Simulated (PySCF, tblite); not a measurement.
# SiH3Cl, a small molecule taken as a stand-in for a surface group (silyl): NMR shifts, core binding energies and electronic excitations

What NMR shifts, core binding energies and electronic excitations should one expect for `[SiH3]Cl`?

Programs: tblite 0.8.0 and PySCF 2.14.0. All values are calculated, for the isolated system unless a continuum is named. Atoms count from 0, parts from 1.

## Step 1: Starting point

5 atoms, charge 0, multiplicity 1; geometry: distance geometry start.

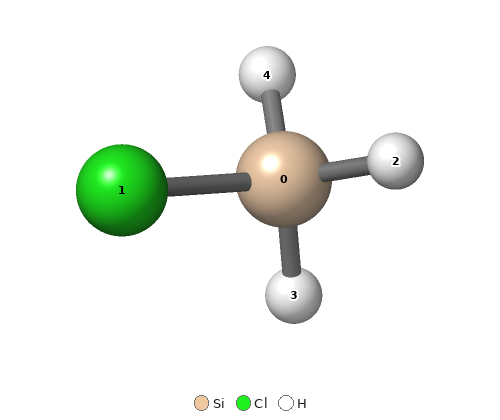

The starting geometry (silicon light orange, chlorine green, hydrogen white), atoms numbered.

## Step 2: Relaxing the cluster with GFN2-xTB

Job settings and geometry (Å):

```
{"job": {"kind": "relax", "xc": "GFN2-xTB", "basis": "xTB"}, "charge": 0, "multiplicity": 1}
Si     0.840344     0.296875     0.273132
Cl    -1.106779     0.031646     1.100315
H      0.923066     1.513995    -0.432081
H      1.807340     0.294716     1.338244
H      1.113661    -0.789000    -0.620757
```

With the program's defaults for keys left out, this is: GFN2-xTB geometry optimisation, gas phase.

Launch:

```bash
$ OMP_NUM_THREADS=1 python cluster_run.py task.json out
```

The driver reads the jobs from task.json and runs them one after another.

Standard output:

```text
step      E/eV     max force
  0    -213.64248    1.787
  1    -213.72035    1.089
  2    -213.76242    0.332
  3    -213.76678    0.311
  4    -213.78041    0.237
  5    -213.78207    0.200
  6    -213.78614    0.081
  7    -213.78637    0.048
  8    -213.78645    0.010
  9    -213.78645    0.009
 10    -213.78647    0.018
 11    -213.78649    0.023
 12    -213.78651    0.016
 13    -213.78652    0.005
```

Run time: 0.11 s. Hardware: 1 thread of Intel Xeon 6975P-C, shared host.

Step by step:

```tsv
step	energy from step 0 (eV)	largest force (eV/Å)
0	0.0000	1.7879
1	-0.0779	1.0893
2	-0.1199	0.3319
3	-0.1243	0.3107
4	-0.1379	0.2367
5	-0.1396	0.1999
6	-0.1437	0.0810
7	-0.1439	0.0483
8	-0.1440	0.0106
9	-0.1440	0.0086
10	-0.1440	0.0176
11	-0.1440	0.0229
12	-0.1440	0.0163
13	-0.1440	0.0049
```

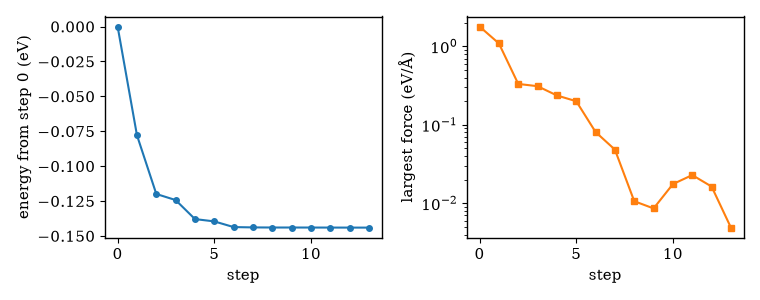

Energy and largest force along the relaxation.

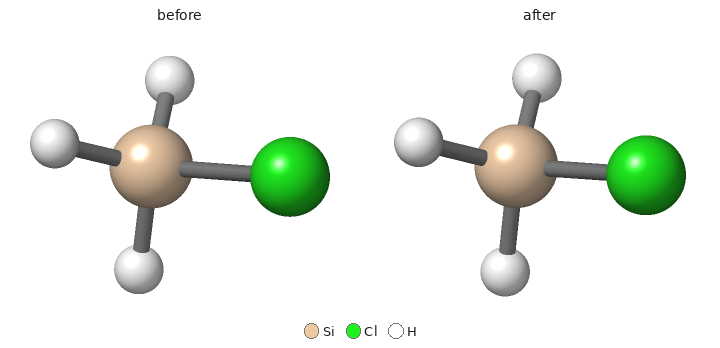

Before and after, at one scale.

Distances of close pairs at the start and the end, largest changes first:

```tsv
bond	before (Å)	after (Å)	change (Å)
Si0–Cl1	2.132	2.010	-0.122
Si0–H2	1.409	1.458	+0.049
Si0–H4	1.433	1.458	+0.026
Si0–H3	1.439	1.458	+0.020
```

## Step 3: Geometry optimisation at PBE0-D3(BJ)/def2-SVP

Job settings and geometry (Å):

```
{"job": {"xc": "PBE0", "basis": "def2-SVP", "d3": "d3bj", "grid": 2, "kind": "geom", "shake": 0.01}, "charge": 0, "multiplicity": 1}
Si     0.138786    -0.010857    -0.045622
Cl    -1.728298    -0.219144     0.721691
H      0.134993     1.281928    -0.774819
H      1.110043     0.016289     1.046041
H      0.369426    -1.105042    -0.967996
```

Standard output:

```text
step   0  E = -751.01460227  max force = 0.015192
step   1  E = -751.01631228  max force = 0.005666
step   2  E = -751.01642398  max force = 0.002098
step   3  E = -751.01643673  max force = 0.000526
step   4  E = -751.01643743  max force = 0.000093
optimisation converged
```

Run time: 3.5 s. Hardware: 1 thread of Intel Xeon 6975P-C, shared host; peak memory 0.3 GiB.

The steps of the relaxation:

```tsv
step	energy from step 0 (eV)	largest force component (eV/Å)
0	0.0000	0.7812
1	-0.0465	0.2914
2	-0.0496	0.1079
3	-0.0499	0.0270
4	-0.0499	0.0048
```

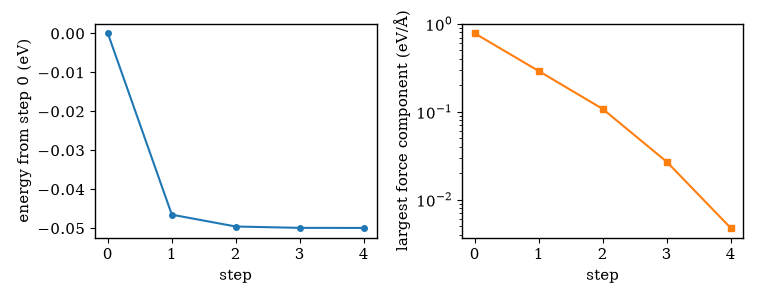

Energy and force, step by step.

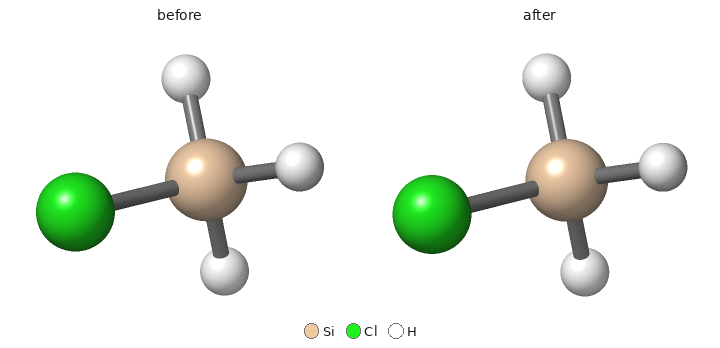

The geometry before (left) and after (right).

Close pairs (by a distance rule), those that changed most:

```tsv
bond	before (Å)	after (Å)	change (Å)
Si0–H4	1.450	1.489	+0.039
Si0–Cl1	2.029	2.067	+0.038
Si0–H3	1.461	1.489	+0.027
Si0–H2	1.484	1.489	+0.005
```

The next job starts from the end point, and lists it.

```tsv
at the end point	value
point group (found at 0.08 Å tolerance)	C3v
rotational constants (GHz, main isotopes)	84.194, 6.555, 6.555
dipole moment (D)	1.39
```

## Step 4: Shielding tensors: PBE0/pcSseg-2

Job settings and geometry (Å):

```
{"job": {"kind": "nmr", "xc": "PBE0", "basis": "pcSseg-2"}, "charge": 0, "multiplicity": 1}
Si     0.079384    -0.069461     0.006062
Cl    -1.808205    -0.306387     0.815478
H      0.127613     1.222443    -0.732608
H      1.078722    -0.064920     1.109669
H      0.349678    -1.200200    -0.924121
```

With the program's defaults for keys left out, this is: GIAO PBE0/pcSseg-2 NMR shielding, non-relativistic, gas phase.

Standard output:

```text
coarse grid: 5112 points
cycle   1  E = -751.2723313472  dE = -1.009e-01  |g| = 2.289e-01  |ddm| = 1.573e+00
cycle   2  E = -751.2711028790  dE =  1.228e-03  |g| = 2.421e-01  |ddm| = 4.073e-01
cycle   3  E = -751.2851896643  dE = -1.409e-02  |g| = 2.257e-02  |ddm| = 2.214e-01
cycle   4  E = -751.2852512753  dE = -6.161e-05  |g| = 4.530e-03  |ddm| = 1.496e-02
cycle   5  E = -751.2852545730  dE = -3.298e-06  |g| = 1.685e-03  |ddm| = 4.215e-03
final grid: 39792 points
cycle   6  E = -751.2932845177  dE = -2.162e-05  |g| = 3.799e-03  |ddm| = 1.157e-02
cycle   7  E = -751.2932844090  dE =  1.087e-07  |g| = 2.759e-03  |ddm| = 3.732e-03
cycle   8  E = -751.2932857470  dE = -1.338e-06  |g| = 5.701e-04  |ddm| = 2.494e-03
cycle   9  E = -751.2932858310  dE = -8.408e-08  |g| = 3.681e-05  |ddm| = 5.054e-04
cycle  10  E = -751.2932858312  dE = -1.435e-10  |g| = 9.808e-06  |ddm| = 2.824e-05
converged SCF energy = -751.2932858312

GIAO shielding tensors (ppm)
atom      isotropic    diamagn.    paramagn.     s11        s22        s33       span
  0 Si     377.084     876.280    -499.196    344.258    344.311    442.684     98.426
  1 Cl    1024.486    1147.894    -123.408   1022.384   1025.512   1025.563      3.179
  2 H       26.171      27.940      -1.769     22.712     24.294     31.507      8.795
  3 H       26.172      27.874      -1.702     22.711     24.295     31.509      8.798
  4 H       26.171      27.869      -1.698     22.712     24.294     31.508      8.795
```

It took 4 s on 1 thread of Intel Xeon 6975P-C, shared host; peak memory 0.44 GiB.

The references, computed at this level on geometries of the same kind, shield at (ppm): ¹H TMS 31.25, ²⁹Si TMS 341.3, ³⁵Cl HCl 941. Their shielding less the atom's gives the shift. The references are single molecules in the gas phase. Atoms listed in one row are averaged.

```tsv
atoms	environment	σ (ppm)	δ (ppm)
H2, H3, H4	hydrogen on a silicon bonded to Cl	26.17	5.07
Si0	silicon bonded to Cl, 3 H	377.1	-35.8
Cl1	chlorine bonded to Si	1024	-84
```

Charges from the same density, by scheme (e):

```tsv
atoms	Mulliken	IAO	Hirshfeld	ESP fit
Si0	0.64	0.67	0.33	0.24
Cl1	-0.30	-0.32	-0.13	-0.17
```

ESP fit charges:

```tsv
atom	value (e)
Si0	0.24
Cl1	-0.17
H2	-0.02
H3	-0.02
H4	-0.02
```

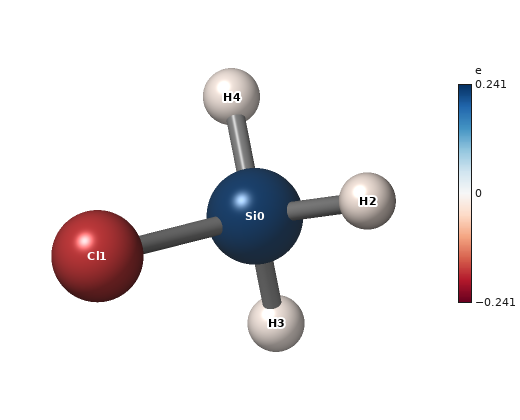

ESP fit charges, as colours on the atoms.

Mayer bond orders: Si0–Cl1 0.98.

## Step 5: Core-electron binding energies: SCAN, X2C

Settings changed since step 4:

```diff
@@ -1,2 +1,2 @@
-{"job": {"kind": "nmr", "xc": "PBE0", "basis": "pcSseg-2"}, "charge": 0, "multiplicity": 1}
+{"job": {"kind": "xps", "holes": 5}, "charge": 0, "multiplicity": 1}
 Si     0.079384    -0.069461     0.006062
```

With the program's defaults for keys left out, this is: delta-SCF UKS SCAN, pcX-2 on the ionised atom, pcseg-1 elsewhere, spin-free X2C.

Standard output:

```text
ground state, core basis on atom 0 (Si), 93 functions
  cycle   1  E = -753.45307136  |g| = 2.29e-01
  cycle   2  E = -753.44589591  |g| = 2.69e-01
  cycle   3  E = -753.46739755  |g| = 2.67e-02
  cycle   4  E = -753.46763812  |g| = 7.77e-03
  cycle   5  E = -753.46765712  |g| = 1.58e-03
  cycle   6  E = -753.46765804  |g| = 4.05e-04
  E(ground) = -753.46029940 Eh
hole in Si 2p of atom 0
  cycle   1  E = -749.15607705  |g| = 1.23e+00
  cycle   2  E = -748.97767169  |g| = 1.13e+00
  cycle   3  E = -749.39398039  |g| = 3.37e-01
  cycle   4  E = -749.46748845  |g| = 8.74e-02
  cycle   5  E = -749.47235356  |g| = 1.73e-02
  cycle   6  E = -749.47255073  |g| = 5.55e-03
  cycle   7  E = -749.47257020  |g| = 1.47e-03
  cycle   8  E = -749.47256990  |g| = 1.87e-04
  E(ion) = -749.47432862 Eh   <S^2> = 0.7519   hole on atom = 1.003   binding energy = 108.464 eV
  2p3/2 = 108.200 eV   2p1/2 = 108.827 eV
ground state, core basis on atom 1 (Cl), 93 functions
  cycle   1  E = -753.55825086  |g| = 4.85e-01
  cycle   2  E = -753.55837041  |g| = 4.68e-02
  cycle   3  E = -753.55831768  |g| = 3.87e-02
  cycle   4  E = -753.55868679  |g| = 8.45e-03
  cycle   5  E = -753.55870119  |g| = 1.97e-03
  cycle   6  E = -753.55870208  |g| = 2.00e-04
  E(ground) = -753.57592230 Eh
hole in Cl 2p of atom 1
  cycle   1  E = -745.49403843  |g| = 1.71e+00
  cycle   2  E = -745.62009347  |g| = 1.16e+00
  cycle   3  E = -745.94229048  |g| = 1.30e-01
  cycle   4  E = -745.95030923  |g| = 4.57e-02
  cycle   5  E = -745.95145576  |g| = 1.10e-02
  cycle   6  E = -745.95149984  |g| = 5.39e-03
  cycle   7  E = -745.95151220  |g| = 3.72e-04
  E(ion) = -745.97649455 Eh   <S^2> = 0.7518   hole on atom = 1.001   binding energy = 206.791 eV
  2p3/2 = 206.205 eV   2p1/2 = 207.859 eV
```

Wall time 3.1 s (1 thread of Intel Xeon 6975P-C, shared host); peak memory 0.45 GiB.

Binding energies by hole, beside the orbital energy of the ground state; the difference holds orbital relaxation and, for a density functional, its self-interaction error:

```tsv
hole	stands for	environment	ΔSCF (eV; 2p as the shell's mean)	−ε (eV)	⟨S²⟩
Si2p on Si0	Si0	silicon bonded to Cl, 3 H	108.41	97.4	0.752
Cl2p on Cl1	Cl1	chlorine bonded to Si	206.76	193.5	0.752
```

With the spin-orbit splitting: Si0 2p3/2 108.20, 2p1/2 108.83 eV; Cl1 2p3/2 206.21, 2p1/2 207.86 eV. The table gives each 2p level as the mean over the whole 2p shell (two parts 2p3/2, one part 2p1/2), which differs a little from the single hole in the log.

## Step 6: Excited states and response: CAM-B3LYP/def2-SVPD

Settings changed since step 5:

```diff
@@ -1,2 +1,2 @@
-{"job": {"kind": "xps", "holes": 5}, "charge": 0, "multiplicity": 1}
+{"job": {"kind": "uv", "xc": "CAM-B3LYP", "basis": "def2-SVPD", "nstates": 6, "ntriplets": 2, "ip": true}, "charge": 0, "multiplicity": 1}
 Si     0.079384    -0.069461     0.006062
```

Method: TDDFT CAM-B3LYP/def2-SVPD, vertical, gas phase, core orbitals frozen in the response.

Standard output:

```text
coarse grid: 5112 points
cycle   1  E = -751.2151466296  dE = -1.252e-01  |g| = 2.373e-01  |ddm| = 2.112e+00
cycle   2  E = -751.2232933103  dE = -8.147e-03  |g| = 1.915e-01  |ddm| = 5.869e-01
cycle   3  E = -751.2340012964  dE = -1.071e-02  |g| = 1.143e-02  |ddm| = 2.621e-01
cycle   4  E = -751.2340511766  dE = -4.988e-05  |g| = 3.442e-03  |ddm| = 4.396e-02
cycle   5  E = -751.2340549500  dE = -3.773e-06  |g| = 7.197e-04  |ddm| = 8.046e-03
final grid: 39792 points
cycle   6  E = -751.3169696132  dE = -1.812e-06  |g| = 9.359e-04  |ddm| = 1.034e-02
cycle   7  E = -751.3169696998  dE = -8.662e-08  |g| = 7.284e-04  |ddm| = 2.201e-03
cycle   8  E = -751.3169698371  dE = -1.372e-07  |g| = 2.922e-05  |ddm| = 9.517e-04
cycle   9  E = -751.3169698374  dE = -3.176e-10  |g| = 1.040e-05  |ddm| = 7.604e-05
converged SCF energy = -751.3169698374

Static polarisability (au): isotropic 42.327, principal 38.965 38.966 49.050

Singlet excitations
state   eV       nm        f      main configurations
  1   7.4222    167.0   0.01398   H->L 0.93
  2   7.4225    167.0   0.01398   H-1->L 0.93
  3   8.4742    146.3   0.01287   H->L+1 0.91
  4   8.4745    146.3   0.01284   H-1->L+1 0.91
  5   8.7231    142.1   0.00000   H-1->L+2 0.47, H->L+3 0.46
  6   9.0151    137.5   0.01164   H->L+2 0.34, H-1->L+3 0.34, H-2->L 0.16

Triplet excitations (Tamm-Dancoff, eV): 7.0043 7.0046
Vertical ionisation energy (delta-SCF) = 11.6595 eV
```

It took 3.1 s on 1 thread of Intel Xeon 6975P-C, shared host; peak memory 0.45 GiB.

The orbitals next to the gap, with their largest atomic shares:

```tsv
orbital	eV	atoms
HOMO−3	-12.34	Si0 35 %, Cl1 30 %, H3 21 %
HOMO−2	-12.34	Si0 35 %, Cl1 30 %, H2 20 %
HOMO−1	-10.43	Cl1 65 %, Si0 17 %, H4 9 %
HOMO	-10.43	Cl1 65 %, Si0 17 %, H2 12 %
LUMO	0.61	Si0 37 %, Cl1 28 %, H4 12 %
LUMO+1	1.07	Si0 58 %, Cl1 14 %, H3 9 %
LUMO+2	1.96	Si0 54 %, H3 15 %, H4 13 %
```

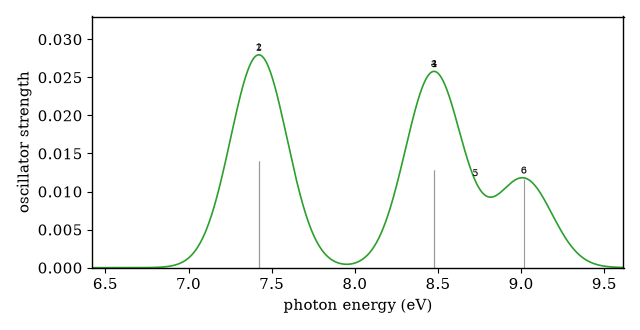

Absorption spectrum from the 6 singlet states computed; above the last one it falls off for lack of states. Lines are broadened to a width of 0.40 eV (Gaussian).

Ground-state properties from the same run:

```tsv
property	computed
dipole moment (D)	1.45
polarisability (Å³)	6.27
HOMO–LUMO gap (eV)	11.05
−ε(HOMO) (eV)	10.43
```

## Step 7: Outcome

| quantity | value |
| --- | --- |
| point group | C3v |
| rotational constants (main isotopes) | 84.19, 6.56, 6.56 GHz |
| ¹H shifts against TMS (PBE0/pcSseg-2, means over atoms taken as alike) | 5.07 ppm |
| ²⁹Si shifts against TMS (PBE0/pcSseg-2) | -35.8 ppm |
| ³⁵Cl shifts against HCl (PBE0/pcSseg-2) | -84 ppm |
| Si2p binding energies, SCAN/pcX-2 | Si0 108.41 eV |
| Cl2p binding energies, SCAN/pcX-2 | Cl1 206.76 eV |
| lowest singlet (CAM-B3LYP/def2-SVPD) | 7.42 eV (167 nm), f = 0.014 |
| lowest triplet | 7.00 eV |
| vertical ionisation energy (ΔSCF) | 11.66 eV |

**Reading.** Relaxing lowered the energy by 0.050 eV in 4 steps; the close pair that moved most is Si0–H4, from 1.450 to 1.489 Å (PBE0/def2-SVP). At PBE0/pcSseg-2: The largest span, 98 ppm, is at Si0, where the paramagnetic term is -499 ppm. The first singlet state (HOMO→LUMO 0.93) lies at 7.42 eV and is weak; of the 6 states computed, the strongest absorption comes from states 1 to 2 together at 7.42 eV. The lowest triplet lies 0.42 eV below the lowest singlet (triplets in Tamm-Dancoff, singlets in full TDDFT). The orbital energy would give 10.43 eV for ionisation, ΔSCF gives 11.66 eV.
